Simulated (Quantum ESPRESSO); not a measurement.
**Convergence test for In (I4/mmm, 1 atom in the cell)**

```
CELL_PARAMETERS angstrom
     -1.61996     1.61996     2.47794
      1.61996    -1.61996     2.47794
      1.61996     1.61996    -2.47794
ATOMIC_POSITIONS crystal
  In 0.00000 0.00000 0.00000
```

Computed with PBE, GBRV 1.5 ultrasoft (PBE) pseudopotentials (plane waves; Quantum ESPRESSO 7.5).

The starting cell comes from a database of computed structures (which also holds hypothetical and non-ambient phases and stackings), without a prior relaxation at this level. Its lattice was rescaled by a random factor within 2.5 % of one.

Held fixed: occupations = smearing; smearing = gaussian; degauss = 0.019992 Ry; potentials = {In: in_pbe_v1.4.uspp.F.UPF}; K_POINTS = automatic 11 11 11 0 0 0; conv_thr = 1e-10 Ry; mixing_beta = 0.3. Moved along with it: ecutrho.

ΔF is the free energy per atom less that of the last row (80 Ry).

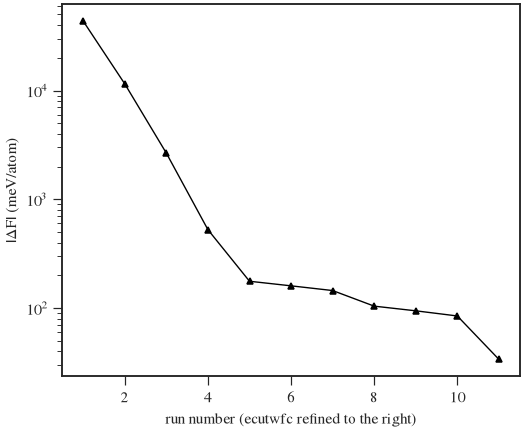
Size of the energy error against the last run of the series; values under 0.01 meV/atom are drawn at 0.01.

```csv
ecutwfc,ΔF (meV/atom),pressure (GPa),plane waves,iterations
16 Ry,43395.3,-930.08,198,15
20 Ry,11493.0,-325.45,279,10
24 Ry,2655.6,-100.14,359,13
28 Ry,526.0,-21.62,449,11
32 Ry,176.7,-0.11,549,11
36 Ry,160.4,2.32,656,11
40 Ry,145.2,1.21,773,11
46 Ry,104.4,1.53,946,12
52 Ry,94.5,2.35,1122,12
60 Ry,84.8,1.53,1408,12
70 Ry,33.9,0.84,1769,12
80 Ry,0.00,1.91,2146,12
```

Energy within 0.5 meV/atom of the last row: only the last setting itself: the one before it still differs by 34 meV/atom, so the series does not show convergence to this tolerance.

Pressure within 0.05 GPa of the last row: only the last setting itself: the one before it still differs by 1.1 GPa, so the series does not show convergence to this tolerance.
